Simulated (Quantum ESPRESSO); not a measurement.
**KTaO3 (Pm-3m): zone-centre phonons**

Which modes does KTaO3 (Pm-3m) have at the zone centre?

Method: DFT LDA, scalar-relativistic, plane waves, PseudoDojo norm-conserving pseudopotentials, in Quantum ESPRESSO 7.5.

## Step 1: Starting point

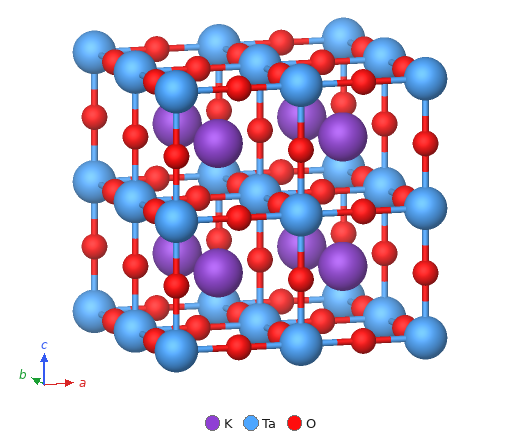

The starting structure, seen slightly off an axis (potassium purple, tantalum blue, oxygen red). 2×2×2 cells are drawn. Some periodic images of atoms are drawn too.

## Step 2: A probe with smearing

Before anything dear is run, a loose run with smearing shows whether this is a metal and how far the cell is from rest.

probe.in reads:

```
&control
   calculation = 'scf'
   prefix = 'x'
   outdir = './tmp'
   pseudo_dir = './pseudo'
   tprnfor = .true.
   tstress = .true.
   verbosity = 'high'
/
&system
   ibrav = 1
   celldm(1) = 7.5367947
   nat = 5
   ntyp = 3
   ecutwfc = 92.0
   occupations = 'smearing'
   smearing = 'gaussian'
   degauss = 0.01
/
&electrons
   conv_thr = 1.0d-07
   mixing_beta = 0.7
   electron_maxstep = 100
/
ATOMIC_SPECIES
 K      39.0983  K.upf
 Ta    180.9479  Ta.upf
 O      15.9990  O.upf
ATOMIC_POSITIONS crystal
 K      0.500000000   0.500000000   0.500000000
 Ta     0.000000000   0.000000000   0.000000000
 O      0.500000000   0.000000000   0.000000000
 O      0.000000000   0.500000000   0.000000000
 O      0.000000000   0.000000000   0.500000000
K_POINTS automatic
 4 4 4 0 0 0
```

Started as:

```sh
> OMP_NUM_THREADS=1 mpirun -n 8 pw.x -nk 8 -in probe.in > probe.out
```

Output:

```text
[banners, grids, parts of the stress and lines that vanish by symmetry left out]
Program PWSCF v.7.5
     bravais-lattice index     =            1
     lattice parameter (alat)  =       7.5368  a.u.
[...]
kinetic-energy cutoff     =      92.0000  Ry
     charge density cutoff     =     368.0000  Ry
     scf convergence threshold =      1.0E-07
[...]
Exchange-correlation= SLA  PW   NOGX NOGC
                           (   1   4   0   0   0   0   0)
[...]
48 Sym. Ops., with inversion, found
[...]
(     0          1          0      )
                  (     0          0          1      )
[...]
(  0.0000000  1.0000000  0.0000000 )
                  (  0.0000000  0.0000000  1.0000000 )
[...]
(     0         -1          0      )
                  (     0          0          1      )
[...]
( -1.0000000  0.0000000  0.0000000 )
                  (  0.0000000  1.0000000  0.0000000 )
[...]
number of k points=    10  Gaussian smearing, width (Ry)=  0.0100
[...]
End of self-consistent calculation
[...]
the Fermi energy is     9.2964 ev
!    total energy              =    -289.77288131 Ry
[...]
convergence has been achieved in  10 iterations
[...]
atom    1 type  1   force =     0.00000000    0.00000000    0.00000000
     atom    2 type  2   force =     0.00000000    0.00000000    0.00000000
     atom    3 type  3   force =     0.00000000    0.00000000    0.00000000
     atom    4 type  3   force =     0.00000000    0.00000000    0.00000000
     atom    5 type  3   force =     0.00000000    0.00000000    0.00000000
[...]
Total force =     0.000000     Total SCF correction =     0.000000
[...]
total   stress  (Ry/bohr**3)                   (kbar)     P=      -75.98
[...]
XML data file, charge density, pseudopotentials, collected wavefunctions

   JOB DONE.
```

It took 5.3 s on 8 MPI ranks of Arm Neoverse V2, shared host; 41 s of CPU time.

This step gave:

| Property | Result |
| --- | --- |
| volume per atom | 12.69 Å³ |
| pressure | -7.598 GPa |
| gap on the k-mesh | 2.070 eV |

A gap of 2.1 eV opens on this mesh, so the crystal is taken as an insulator; the start stands at -7.6 GPa.

## Step 3: Relaxation

The relaxation runs at a cutoff a fifth above that of the response, since stress converges more slowly with the basis than frequencies do. Forces and stress are brought to rest with tight thresholds.

relax.in reads:

```
&control
   calculation = 'vc-relax'
   prefix = 'x'
   outdir = './tmp'
   pseudo_dir = './pseudo'
   tprnfor = .true.
   tstress = .true.
   forc_conv_thr = 2.0d-05
   etot_conv_thr = 1.0d-07
   nstep = 40
/
&system
   ibrav = 1
   celldm(1) = 7.5367947
   nat = 5
   ntyp = 3
   ecutwfc = 110
   occupations = 'fixed'
   nbnd = 22
/
&electrons
   conv_thr = 1.0d-11
   mixing_beta = 0.7
   electron_maxstep = 100
/
&ions
/
&cell
   press_conv_thr = 0.2
/
ATOMIC_SPECIES
 K      39.0983  K.upf
 Ta    180.9479  Ta.upf
 O      15.9990  O.upf
ATOMIC_POSITIONS crystal
 K      0.500000000   0.500000000   0.500000000
 Ta     0.000000000   0.000000000   0.000000000
 O      0.500000000   0.000000000   0.000000000
 O      0.000000000   0.500000000   0.000000000
 O      0.000000000   0.000000000   0.500000000
K_POINTS automatic
 6 6 6 0 0 0
```

Started as:

```sh
> OMP_NUM_THREADS=1 mpirun -n 8 pw.x -nk 8 -in relax.in > relax.out
```

Output:

```text
[banners, grids, parts of the stress and lines that vanish by symmetry left out]
[banner, memory and clock lines left out]
Program PWSCF v.7.5

[...]
kinetic-energy cutoff     =     110.0000  Ry
     charge density cutoff     =     440.0000  Ry
     scf convergence threshold =      1.0E-11
[...]
energy convergence thresh.=      1.0E-07
     force convergence thresh. =      2.0E-05
     press convergence thresh. =      2.0E-01
     Exchange-correlation= SLA  PW   NOGX NOGC
                           (   1   4   0   0   0   0   0)
[...]
48 Sym. Ops., with inversion, found
[...]
number of k points=    20
[...]
End of self-consistent calculation
[...]
highest occupied, lowest unoccupied level (ev):     8.3724   10.4596
!    total energy              =    -289.77470632 Ry
[...]
convergence has been achieved in  17 iterations
[...]
atom    1 type  1   force =     0.00000000    0.00000000    0.00000000
     atom    2 type  2   force =     0.00000000    0.00000000    0.00000000
     atom    3 type  3   force =     0.00000000    0.00000000    0.00000000
     atom    4 type  3   force =     0.00000000    0.00000000    0.00000000
     atom    5 type  3   force =     0.00000000    0.00000000    0.00000000
     Total force =     0.000000     Total SCF correction =     0.000000
[...]
total   stress  (Ry/bohr**3)                   (kbar)     P=      -76.30
[...]
number of bfgs steps    =   0
[...]
CELL_PARAMETERS (alat=  7.53679470)
[...]
ATOMIC_POSITIONS (crystal)
K                0.5000000000        0.5000000000        0.5000000000
Ta               0.0000000000        0.0000000000        0.0000000000
O                0.5000000000        0.0000000000        0.0000000000
O                0.0000000000        0.5000000000        0.0000000000
[...]
New effective cutoffs (rho, wfc):  451.57  112.89
[...]
End of self-consistent calculation
[...]
highest occupied, lowest unoccupied level (ev):     8.9193   11.0880
!    total energy              =    -289.77894226 Ry
[...]
convergence has been achieved in  11 iterations
[...]
atom    1 type  1   force =     0.00000000    0.00000000    0.00000000
     atom    2 type  2   force =     0.00000000    0.00000000    0.00000000
     atom    3 type  3   force =     0.00000000    0.00000000    0.00000000
     atom    4 type  3   force =     0.00000000    0.00000000    0.00000000
     atom    5 type  3   force =     0.00000000    0.00000000    0.00000000
     Total force =     0.000000     Total SCF correction =     0.000000
[...]
total   stress  (Ry/bohr**3)                   (kbar)     P=        3.38
[...]
number of bfgs steps    =   1
[...]
CELL_PARAMETERS (alat=  7.53679470)
[...]
ATOMIC_POSITIONS (crystal)
[...]
New effective cutoffs (rho, wfc):  451.08  112.77
[...]
End of self-consistent calculation
[...]
highest occupied, lowest unoccupied level (ev):     8.8961   11.0615
!    total energy              =    -289.77894945 Ry
[...]
convergence has been achieved in  10 iterations
[...]
atom    1 type  1   force =     0.00000000    0.00000000    0.00000000
     atom    2 type  2   force =     0.00000000    0.00000000    0.00000000
     atom    3 type  3   force =     0.00000000    0.00000000    0.00000000
     atom    4 type  3   force =     0.00000000    0.00000000    0.00000000
[...]
Total force =     0.000000     Total SCF correction =     0.000000
[...]
total   stress  (Ry/bohr**3)                   (kbar)     P=       -0.23
[...]
number of bfgs steps    =   2
[...]
CELL_PARAMETERS (alat=  7.53679470)
[...]
ATOMIC_POSITIONS (crystal)
[...]
New effective cutoffs (rho, wfc):  451.11  112.78
[...]
End of self-consistent calculation
[...]
highest occupied, lowest unoccupied level (ev):     8.8976   11.0632
!    total energy              =    -289.77894948 Ry
[...]
convergence has been achieved in   6 iterations
[...]
atom    3 type  3   force =     0.00000000    0.00000000    0.00000000
     atom    4 type  3   force =     0.00000000    0.00000000    0.00000000
     atom    5 type  3   force =     0.00000000    0.00000000    0.00000000
     Total force =     0.000000     Total SCF correction =     0.000000
[...]
total   stress  (Ry/bohr**3)                   (kbar)     P=       -0.00
[...]
bfgs converged in   4 scf cycles and   3 bfgs steps
[...]
End of BFGS Geometry Optimization
     Final enthalpy           =    -289.7789494839 Ry
     File ./tmp/x.bfgs deleted, as requested
[...]
CELL_PARAMETERS (alat=  7.53679470)
[...]
ATOMIC_POSITIONS (crystal)
[...]
O                0.0000000000        0.5000000000        0.0000000000
O                0.0000000000        0.0000000000        0.5000000000
[...]
Final scf calculation at the relaxed structure.
[...]
kinetic-energy cutoff     =     110.0000  Ry
     charge density cutoff     =     440.0000  Ry
     scf convergence threshold =      1.0E-13
[...]
press convergence thresh. =      2.0E-01
     Exchange-correlation= SLA  PW   NOGX NOGC
                           (   1   4   0   0   0   0   0)
[...]
48 Sym. Ops., with inversion, found
[...]
number of k points=    20
[...]
End of self-consistent calculation
[...]
highest occupied, lowest unoccupied level (ev):     8.8976   11.0632
!    total energy              =    -289.77894553 Ry
[...]
convergence has been achieved in  18 iterations
[...]
atom    1 type  1   force =     0.00000000    0.00000000    0.00000000
     atom    2 type  2   force =     0.00000000    0.00000000    0.00000000
     atom    3 type  3   force =     0.00000000    0.00000000    0.00000000
     atom    4 type  3   force =     0.00000000    0.00000000    0.00000000
     atom    5 type  3   force =     0.00000000    0.00000000    0.00000000
     Total force =     0.000000     Total SCF correction =     0.000000
[...]
total   stress  (Ry/bohr**3)                   (kbar)     P=       -0.01
[...]
XML data file, charge density, pseudopotentials, collected wavefunctions
```

Wall time 59 s (8 MPI ranks).

Relaxation path:

| step | energy less that of the first step (eV) | largest force (eV/Å) | pressure (GPa) | volume (Å³) |
| --- | --- | --- | --- | --- |
| 1 | 0.0000 | 0.0000 | -7.63 | 63.44 |
| 2 | -0.0576 | 0.0000 | 0.34 | 61.00 |
| 3 | -0.0577 | 0.0000 | -0.02 | 61.10 |
| 4 | -0.0577 | 0.0000 | 0.00 | 61.10 |
| 5 | -0.0577 | 0.0000 | 0.00 | 61.10 |

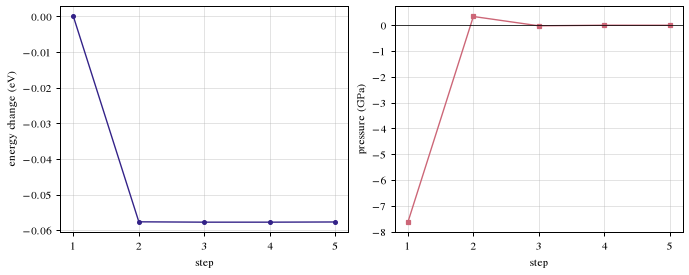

Energy and pressure along the relaxation.

| conventional cell, symmetrised | before | after | change |
| --- | --- | --- | --- |
| a (Å) | 3.988 | 3.939 | -1.2 % |
| b (Å) | 3.988 | 3.939 | -1.2 % |
| c (Å) | 3.988 | 3.939 | -1.2 % |
| volume (Å³/atom) | 12.69 | 12.22 | -3.7 % |

Final coordinates:

```
CELL_PARAMETERS angstrom
3.93859 0.00000 0.00000
0.00000 3.93859 0.00000
0.00000 0.00000 3.93859
ATOMIC_POSITIONS crystal
K 0.50000 0.50000 0.50000
Ta 0.00000 0.00000 0.00000
O 0.50000 0.00000 0.00000
O 0.00000 0.50000 0.00000
O 0.00000 0.00000 0.50000
```

The last row of the table of steps is pw.x's closing run on a basis chosen anew for the final cell, so its energy can jump.

Read from the output:

* volume per atom: 12.22 Å³
* pressure: -0.001 GPa
* gap on the k-mesh: 2.166 eV

The volume changes by -3.7 % from the cell with which this run began.

## Step 4: Ground state

The response is built on this ground state, so it is converged far tighter than an energy would need. With a gap, occupations are fixed, which also allows the response to an electric field.

scf.in reads:

```
&control
   calculation = 'scf'
   prefix = 'x'
   outdir = './tmp'
   pseudo_dir = './pseudo'
   tprnfor = .true.
   tstress = .true.
/
&system
   ibrav = 1
   celldm(1) = 7.44285043
   nat = 5
   ntyp = 3
   ecutwfc = 92.0
   occupations = 'fixed'
   nbnd = 22
/
&electrons
   conv_thr = 1.0d-12
   mixing_beta = 0.7
   electron_maxstep = 100
/
ATOMIC_SPECIES
 K      39.0983  K.upf
 Ta    180.9479  Ta.upf
 O      15.9990  O.upf
ATOMIC_POSITIONS crystal
 K      0.500000000   0.500000000   0.500000000
 Ta     0.000000000   0.000000000   0.000000000
 O      0.500000000   0.000000000   0.000000000
 O      0.000000000   0.500000000   0.000000000
 O      0.000000000   0.000000000   0.500000000
K_POINTS automatic
 8 8 8 0 0 0
```

Started as:

```sh
> OMP_NUM_THREADS=1 mpirun -n 8 pw.x -nk 8 -in scf.in > scf.out
```

Output:

```text
[banners, grids, parts of the stress and lines that vanish by symmetry left out]
[banner, memory and clock lines left out]
Program PWSCF v.7.5

[...]
kinetic-energy cutoff     =      92.0000  Ry
     charge density cutoff     =     368.0000  Ry
     scf convergence threshold =      1.0E-12
[...]
Exchange-correlation= SLA  PW   NOGX NOGC
                           (   1   4   0   0   0   0   0)
[...]
48 Sym. Ops., with inversion, found
[...]
number of k points=    35
[...]
End of self-consistent calculation
[...]
highest occupied, lowest unoccupied level (ev):     8.8972   11.0639
!    total energy              =    -289.77896141 Ry
[...]
convergence has been achieved in  17 iterations
[...]
atom    1 type  1   force =     0.00000000    0.00000000    0.00000000
     atom    2 type  2   force =     0.00000000    0.00000000    0.00000000
     atom    3 type  3   force =     0.00000000    0.00000000    0.00000000
     atom    4 type  3   force =     0.00000000    0.00000000    0.00000000
     atom    5 type  3   force =     0.00000000    0.00000000    0.00000000
     Total force =     0.000000     Total SCF correction =     0.000000
[...]
total   stress  (Ry/bohr**3)                   (kbar)     P=       -0.04
[...]
XML data file, charge density, pseudopotentials, collected wavefunctions
```

Elapsed: 16 s, on 8 MPI ranks; 2.2 min of CPU time.

Numbers from this step:

```
pressure          : -0.004 GPa
gap on the k-mesh : 2.167 eV
```

The cell stands at -0.004 GPa, close enough for phonons.

[end of part 1 of 2]

[Host names and launcher messages were left out of these logs when they were recorded.]

[Logs are printed without paths, hosts, clocks, repeated set-up lines and the standing remarks that a program may print on its own settings, such as how far it seeks lower states.]

[Hosts, paths, dates, database ids (printed as entryN), source tags and the programs' standing remarks are cut or masked in the printed files.]
